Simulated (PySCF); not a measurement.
# C₆H₁₀BO₂+: excited-state relaxation, vibronic structure

What do calculations give for the excited-state relaxation, vibronic structure of C₆H₁₀BO₂+ (`COB1C=C[C+](C)CO1`)?

Programs: PySCF 2.14.0, with routines of our own; each step states its level. All values are computed. Atoms count from 0.

## 1. The starting structure

19 atoms, charge 1, multiplicity 1; geometry from: GFN2-xTB.

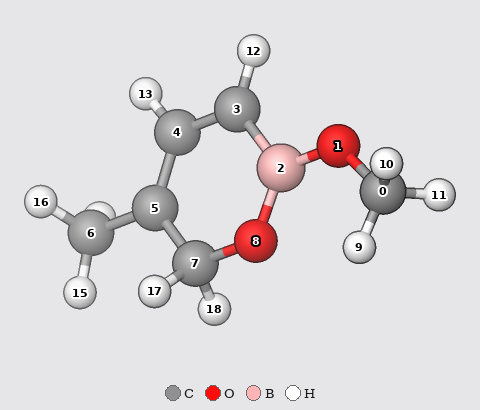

The starting geometry (carbon grey, oxygen red, boron pink, hydrogen white).

## 2. Geometry optimisation at B3LYP/6-31G*

Job settings and geometry (Å):

```
{"job": {"xc": "B3LYP", "basis": "6-31G*", "grid": 1, "kind": "geom"}, "charge": 1, "multiplicity": 1}
C      3.547144    -0.261848     0.433250
O      2.552625     0.042448    -0.528907
B      1.249534     0.038095    -0.340439
C      0.282800     0.411223    -1.529574
C     -1.067670     0.413384    -1.321956
C     -1.592344     0.082321    -0.060215
C     -3.039020     0.087784     0.162639
C     -0.709604    -0.274545     1.055786
O      0.657551    -0.277047     0.865489
H      3.121363    -0.365741     1.430870
H      4.281974     0.543731     0.416021
H      4.035039    -1.192050     0.137651
H      0.670253     0.667649    -2.505334
H     -1.762789     0.668237    -2.112947
H     -3.529837    -0.571219    -0.558727
H     -3.320214    -0.201931     1.171093
H     -3.443229     1.080473    -0.055629
H     -0.937437     0.394464     1.908609
H     -1.005945    -1.276177     1.424858
```

Launch:

```console
> OMP_NUM_THREADS=4 python excited_run.py task.json out
```

This one command runs all jobs of the session in turn.

The log of the run:

```text
step   0  E = -409.75670179  max force = 0.012902
step   1  E = -409.75826796  max force = 0.003897
step   2  E = -409.75830474  max force = 0.001264
step   3  E = -409.75830399  max force = 0.000906
step   4  E = -409.75831189  max force = 0.000195
optimisation converged
```

It took 22 s on 4 threads of Intel Xeon Platinum 8488C, shared host; peak memory 1 GiB.

Relaxation path:

| step | energy from step 0 (eV) | largest force component (eV/Å) |
| --- | --- | --- |
| 0 | 0.0000 | 0.6634 |
| 1 | -0.0426 | 0.2004 |
| 2 | -0.0436 | 0.0650 |
| 3 | -0.0436 | 0.0466 |
| 4 | -0.0438 | 0.0100 |

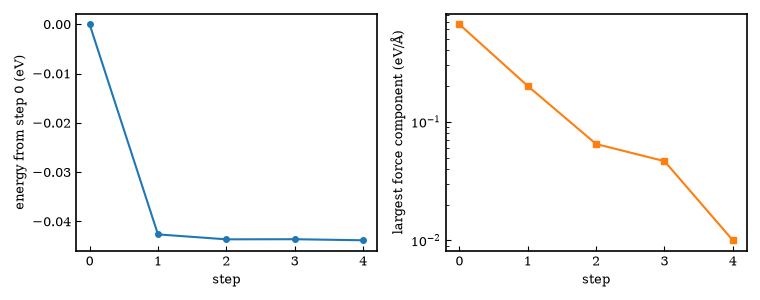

Energy and largest force along the relaxation.

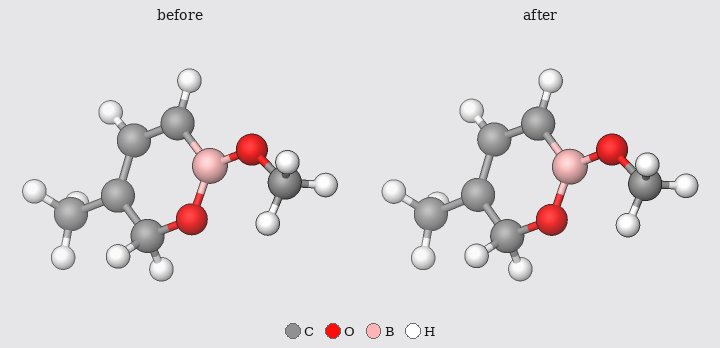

The geometry before (left) and after (right).

Close pairs (by a distance rule), those that changed most:

```csv
bond,before (Å),after (Å),change (Å)
C0–O1,1.417,1.440,+0.023
C5–C6,1.464,1.484,+0.020
C5–C7,1.467,1.483,+0.016
C7–O8,1.380,1.395,+0.015
O1–B2,1.317,1.332,+0.015
C3–C4,1.366,1.377,+0.010
C3–H12,1.081,1.089,+0.008
C6–H16,1.094,1.100,+0.006
```

The end geometry stands in the next job.

```
                         at the end point                value
  point group (found at 0.08 Å tolerance)                   C1
rotational constants (GHz, main isotopes)  4.375, 0.953, 0.794
```

## 3. Excited-state relaxation: TDA B3LYP/6-31G*

Job settings and geometry (Å):

```
{"job": {"kind": "xopt", "state": "S1", "method": "TDA", "freq": false, "xc": "B3LYP", "basis": "6-31G*", "grid": 1}, "charge": 1, "multiplicity": 1}
C      3.422744    -0.253592     0.570070
O      2.431690     0.071533    -0.422647
B      1.115849     0.056129    -0.218668
C      0.161320     0.423541    -1.419312
C     -1.205040     0.424410    -1.251909
C     -1.735712     0.092491     0.010570
C     -3.200483     0.083474     0.247436
C     -0.861967    -0.261130     1.154916
O      0.522338    -0.260662     0.979513
H      2.974469    -0.376853     1.558172
H      4.151965     0.558605     0.581735
H      3.915733    -1.178383     0.261106
H      0.568267     0.680454    -2.396325
H     -1.888749     0.673201    -2.060688
H     -3.687501    -0.595176    -0.467698
H     -3.473687    -0.207152     1.264157
H     -3.612556     1.081132     0.034850
H     -1.121288     0.417967     1.987697
H     -1.180702    -1.257871     1.511670
```

Method: TDA B3LYP/6-31G* excited-state geometry optimisation, gas phase.

The log of the run:

```text
final grid: 71344 points
cycle   1  E = -409.6093914183  dE =  1.497e+00  |g| = 8.552e-01  |ddm| = 4.142e+00
cycle   2  E = -407.8405720506  dE =  1.769e+00  |g| = 2.415e+00  |ddm| = 2.798e+00
cycle   3  E = -409.6926752000  dE = -1.852e+00  |g| = 4.833e-01  |ddm| = 2.613e+00
cycle   4  E = -409.7511663697  dE = -5.849e-02  |g| = 1.722e-01  |ddm| = 4.531e-01
cycle   5  E = -409.7538316284  dE = -2.665e-03  |g| = 1.365e-01  |ddm| = 2.319e-01
cycle   6  E = -409.7581517798  dE = -4.320e-03  |g| = 2.394e-02  |ddm| = 1.300e-01
cycle   7  E = -409.7582835122  dE = -1.317e-04  |g| = 1.063e-02  |ddm| = 3.021e-02
cycle   8  E = -409.7583086669  dE = -2.515e-05  |g| = 3.427e-03  |ddm| = 1.113e-02
cycle   9  E = -409.7583115238  dE = -2.857e-06  |g| = 1.261e-03  |ddm| = 3.771e-03
cycle  10  E = -409.7583118547  dE = -3.309e-07  |g| = 3.878e-04  |ddm| = 1.094e-03
cycle  11  E = -409.7583118912  dE = -3.654e-08  |g| = 1.247e-04  |ddm| = 4.320e-04
cycle  12  E = -409.7583118946  dE = -3.377e-09  |g| = 4.287e-05  |ddm| = 1.350e-04
cycle  13  E = -409.7583118950  dE = -4.085e-10  |g| = 9.838e-06  |ddm| = 3.841e-05
converged SCF energy = -409.7583118950

vertical S1 at the ground-state geometry: 2.9727 eV
step    E(state)/Eh    max force   excitation/eV  root
  0    -409.64893152   0.083752     2.9013      1
  1    -409.66520592   0.022604     2.2706      1
  2    -409.66887106   0.009564     1.9748      1
  3    -409.67514095   0.029867     1.3288      1
  4    -409.67119700   0.073343     0.6316      1
  5    -409.68377116   0.023833     1.0075      1
  6    -409.68889533   0.026601     0.7927      1
optimisation not converged (near crossing with ground state)
```

Run time: 64 s. Hardware: 4 threads of Intel Xeon Platinum 8488C, shared host; peak memory 1.2 GiB.

**What went wrong.** The excited state lay within 0.8 eV of the ground state, the driver's bar for a possible crossing, so it stopped. The remedy is to use a multireference or spin-flip method there. Numbers from the part that failed are no properties of the molecule.

## 4. Excited-state relaxation: UKS B3LYP/6-31G*

The job, as its differences from that of step 3:

```diff
@@ -1,2 +1,2 @@
-{"job": {"kind": "xopt", "state": "S1", "method": "TDA", "freq": false, "xc": "B3LYP", "basis": "6-31G*", "grid": 1}, "charge": 1, "multiplicity": 1}
+{"job": {"kind": "xopt", "state": "T1", "method": "UKS", "freq": false, "xc": "B3LYP", "basis": "6-31G*", "grid": 1}, "charge": 1, "multiplicity": 1}
 C      3.422744    -0.253592     0.570070
```

With the program's defaults for keys left out, this is: UKS B3LYP/6-31G* excited-state geometry optimisation, gas phase.

The log of the run:

```text
final grid: 71344 points
cycle   1  E = -409.6093914183  dE =  1.497e+00  |g| = 8.552e-01  |ddm| = 4.142e+00
cycle   2  E = -407.8405720506  dE =  1.769e+00  |g| = 2.415e+00  |ddm| = 2.798e+00
cycle   3  E = -409.6926752000  dE = -1.852e+00  |g| = 4.833e-01  |ddm| = 2.613e+00
cycle   4  E = -409.7511663697  dE = -5.849e-02  |g| = 1.722e-01  |ddm| = 4.531e-01
cycle   5  E = -409.7538316284  dE = -2.665e-03  |g| = 1.365e-01  |ddm| = 2.319e-01
cycle   6  E = -409.7581517798  dE = -4.320e-03  |g| = 2.394e-02  |ddm| = 1.300e-01
cycle   7  E = -409.7582835122  dE = -1.317e-04  |g| = 1.063e-02  |ddm| = 3.021e-02
cycle   8  E = -409.7583086669  dE = -2.515e-05  |g| = 3.427e-03  |ddm| = 1.113e-02
cycle   9  E = -409.7583115238  dE = -2.857e-06  |g| = 1.261e-03  |ddm| = 3.771e-03
cycle  10  E = -409.7583118547  dE = -3.309e-07  |g| = 3.878e-04  |ddm| = 1.094e-03
cycle  11  E = -409.7583118912  dE = -3.654e-08  |g| = 1.247e-04  |ddm| = 4.320e-04
cycle  12  E = -409.7583118946  dE = -3.377e-09  |g| = 4.287e-05  |ddm| = 1.350e-04
cycle  13  E = -409.7583118950  dE = -4.085e-10  |g| = 9.838e-06  |ddm| = 3.841e-05
converged SCF energy = -409.7583118950

vertical T1 at the ground-state geometry: 2.7254 eV
step    E(state)/Eh    max force   <S^2>
  0    -409.65967634   0.038716    2.0085
  1    -409.66635427   0.008510    2.0100
  2    -409.66711071   0.003891    2.0101
  3    -409.66746426   0.003405    2.0102
  4    -409.66798168   0.018720    2.0107
  5    -409.66865311   0.016813    2.0106
  6    -409.66967889   0.009625    2.0100
  7    -409.66989042   0.005232    2.0095
  8    -409.67035752   0.005398    2.0088
  9    -409.67054081   0.002288    2.0087
 10    -409.67062087   0.000747    2.0084
 11    -409.67063337   0.000814    2.0083
 12    -409.67064148   0.000484    2.0082
 13    -409.67064607   0.000219    2.0082
optimisation converged
vertical emission 1.7795 eV, adiabatic 2.3855 eV, Stokes shift 0.9459 eV, reorganisation 0.3399 (excited) and 0.6060 eV (ground)
```

Run time: 1.8 min. Hardware: 4 threads of Intel Xeon Platinum 8488C, shared host; peak memory 1.2 GiB.

From this job:

```csv
quantity,value
"vertical gap at the ground-state geometry, T1",2.73 eV
"adiabatic energy, T1",2.39 eV
"vertical gap at the relaxed geometry, T1",1.78 eV
"difference of the two gaps, T1",0.95 eV
"geometry moved (RMSD), T1",0.213 Å
```

Bonds of the start that changed most:

```csv
bond,start (Å),end (Å)
C3–C4,1.377,1.413
C5–C7,1.483,1.515
C7–O8,1.395,1.405
C4–H13,1.088,1.096
C5–C6,1.484,1.492
C7–H17,1.105,1.098
```

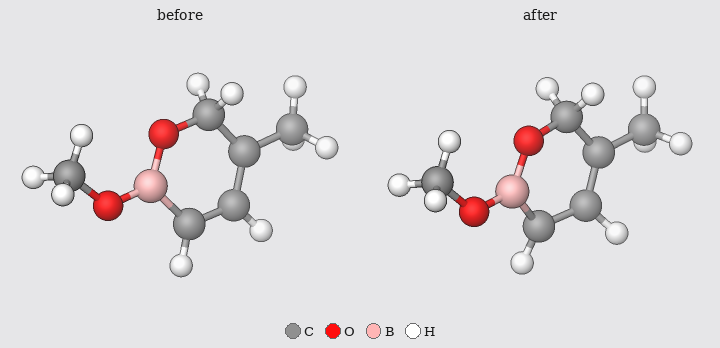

Before and after.

Mulliken spin populations:

C0 0.01; O1 0.15; B2 -0.01; C3 0.85; C4 0.20; C5 0.57; C6 -0.02; C7 -0.02; O8 0.10; H9 0.00; H10 0.01; H11 0.01; H12 -0.01; H13 0.03; H14 0.01; H15 0.00; H16 0.04; H17 0.02; H18 0.06

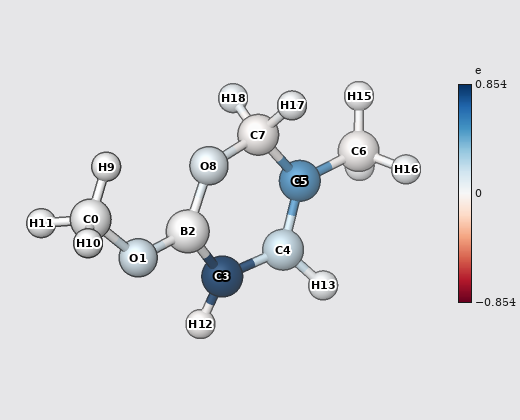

Mulliken spin populations, as colours on the atoms.

## 5. Vibronic structure: TDA B3LYP/6-31G*

The job, as its differences from that of step 4:

```diff
@@ -1,2 +1,2 @@
-{"job": {"kind": "xopt", "state": "T1", "method": "UKS", "freq": false, "xc": "B3LYP", "basis": "6-31G*", "grid": 1}, "charge": 1, "multiplicity": 1}
+{"job": {"kind": "vib", "tda": true, "freq": false, "xc": "B3LYP", "basis": "6-31G*", "grid": 1}, "charge": 1, "multiplicity": 1}
 C      3.422744    -0.253592     0.570070
```

Level: TDA B3LYP/6-31G* vertical-gradient vibronic structure (displaced harmonic oscillators, Condon), gas phase.

The log of the run:

```text
final grid: 71344 points
cycle   1  E = -409.6093914183  dE =  1.497e+00  |g| = 8.552e-01  |ddm| = 4.142e+00
cycle   2  E = -407.8405720506  dE =  1.769e+00  |g| = 2.415e+00  |ddm| = 2.798e+00
cycle   3  E = -409.6926752000  dE = -1.852e+00  |g| = 4.833e-01  |ddm| = 2.613e+00
cycle   4  E = -409.7511663697  dE = -5.849e-02  |g| = 1.722e-01  |ddm| = 4.531e-01
cycle   5  E = -409.7538316284  dE = -2.665e-03  |g| = 1.365e-01  |ddm| = 2.319e-01
cycle   6  E = -409.7581517798  dE = -4.320e-03  |g| = 2.394e-02  |ddm| = 1.300e-01
cycle   7  E = -409.7582835122  dE = -1.317e-04  |g| = 1.063e-02  |ddm| = 3.021e-02
cycle   8  E = -409.7583086669  dE = -2.515e-05  |g| = 3.427e-03  |ddm| = 1.113e-02
cycle   9  E = -409.7583115238  dE = -2.857e-06  |g| = 1.261e-03  |ddm| = 3.771e-03
cycle  10  E = -409.7583118547  dE = -3.309e-07  |g| = 3.878e-04  |ddm| = 1.094e-03
cycle  11  E = -409.7583118912  dE = -3.654e-08  |g| = 1.247e-04  |ddm| = 4.320e-04
cycle  12  E = -409.7583118946  dE = -3.377e-09  |g| = 4.287e-05  |ddm| = 1.350e-04
cycle  13  E = -409.7583118950  dE = -4.085e-10  |g| = 9.838e-06  |ddm| = 3.841e-05
converged SCF energy = -409.7583118950

Singlet excitations (eV, f): 2.973 (0.0481)  3.211 (0.0001)  3.749 (0.0002)  4.748 (0.1701)  5.548 (0.0001)  5.650 (0.0009)

State S1  2.9727 eV  f = 0.04814  H->L 0.98
  relaxed dipole 4.405 D, largest gradient of the excitation energy 0.1033 Eh/bohr
  mode    cm-1        S   lambda/meV  Raman
   33   1343.7    1.4339     238.9   1.000
    4    146.2    4.3806      79.4   0.036
   36   1405.2    0.4311      75.1   0.329
   28   1147.0    0.3194      45.4   0.162
   11    466.7    0.6422      37.2   0.054
   37   1431.6    0.1561      27.7   0.124
   18    888.2    0.2039      22.5   0.062
   14    684.4    0.2566      21.8   0.046
   15    735.1    0.2249      20.5   0.047
   21    981.3    0.1322      16.1   0.049
    9    355.0    0.2442      10.7   0.012
   29   1212.7    0.0664      10.0   0.038
  reorganisation energy 0.6683 eV, total S 10.272, 0-0 2.3044 eV
  absorption maximum 2.924 eV, width 0.722 eV

State S4  4.7484 eV  f = 0.17008  H-3->L 0.58, H-4->L 0.40
  relaxed dipole 1.763 D, largest gradient of the excitation energy 0.0676 Eh/bohr
  mode    cm-1        S   lambda/meV  Raman
   23   1048.5    0.8400     109.2   1.000
   15    735.1    0.9879      90.0   0.578
   29   1212.7    0.2585      38.9   0.412
   31   1301.4    0.2182      35.2   0.400
   13    524.0    0.4521      29.4   0.134
   21    981.3    0.2049      24.9   0.214
   22   1010.7    0.1815      22.7   0.201
    4    146.2    1.2265      22.2   0.028
   11    466.7    0.3198      18.5   0.075
   18    888.2    0.1586      17.5   0.136
   40   1447.9    0.0796      14.3   0.181
   33   1343.7    0.0729      12.1   0.142
  reorganisation energy 0.4985 eV, total S 5.681, 0-0 4.2499 eV
  absorption maximum 4.690 eV, width 0.588 eV

State T1  2.4457 eV  f = 0.00000  H->L 0.94
  relaxed dipole 3.335 D, largest gradient of the excitation energy 0.1044 Eh/bohr
  mode    cm-1        S   lambda/meV  Raman
   33   1343.7    1.0602     176.6   1.000
   36   1405.2    0.4519      78.7   0.466
    4    146.2    2.4515      44.4   0.027
   14    684.4    0.3885      33.0   0.095
   37   1431.6    0.1761      31.3   0.189
   28   1147.0    0.1554      22.1   0.107
   23   1048.5    0.1454      18.9   0.084
   41   1516.1    0.0903      17.0   0.108
   21    981.3    0.1232      15.0   0.062
   15    735.1    0.1392      12.7   0.039
   31   1301.4    0.0778      12.5   0.069
   29   1212.7    0.0775      11.7   0.060
  reorganisation energy 0.5439 eV, total S 6.984, 0-0 1.9017 eV
  absorption maximum 2.434 eV, width 0.676 eV
```

It took 16 s on 4 threads of Intel Xeon Platinum 8488C, shared host; peak memory 1.2 GiB.

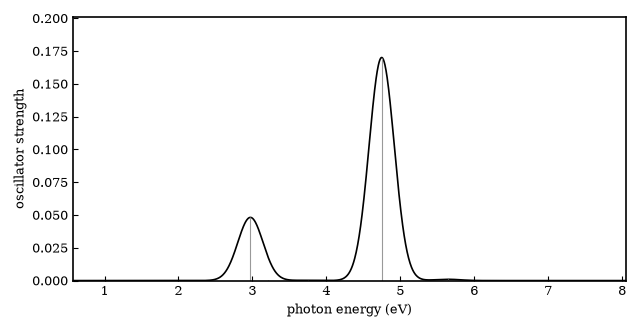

Absorption lines of the singlets. Lines are broadened to a width of 0.40 eV (Gaussian).

## 6. What came out

| quantity | value |
| --- | --- |
| point group | C1 |
| rotational constants (main isotopes) | 4.38, 0.95, 0.79 GHz |
| vertical gap at the ground-state geometry, T1 (step 4, UKS B3LYP/6-31G*) | 2.73 eV |
| adiabatic energy, T1 (step 4, UKS B3LYP/6-31G*) | 2.39 eV |
| vertical gap at the relaxed geometry, T1 (step 4, UKS B3LYP/6-31G*) | 1.78 eV |
| difference of the two gaps, T1 (step 4, UKS B3LYP/6-31G*) | 0.95 eV |
| S1: vertical, reorganisation, 0-0, total S (step 5, TDA B3LYP/6-31G*, modes from GFN2-xTB) | 2.97, 0.67, 2.30 eV; 10.3 |
| S4: vertical, reorganisation, 0-0, total S (step 5, TDA B3LYP/6-31G*, modes from GFN2-xTB) | 4.75, 0.50, 4.25 eV; 5.7 |
| T1: vertical, reorganisation, 0-0, total S (step 5, TDA B3LYP/6-31G*, modes from GFN2-xTB) | 2.45, 0.54, 1.90 eV; 7.0 |
| runs | 1 failed, 0 ended on unsound input |

What this shows: Relaxing lowered the energy by 0.044 eV in 4 steps; the close pair that moved most is C0–O1, from 1.417 to 1.440 Å. Where no frequencies were run, the relaxed excited state may be a saddle. In step 4 (excited-state relaxation), among the bonds C3–C4 changes most, from 1.377 to 1.413 Å. The atoms move far more than that, so angles or torsions carry the main change. The vibronic model keeps the ground-state modes (from xTB) and shifts them along the gradient alone, so it can miss much of the relaxation that a full optimisation finds.
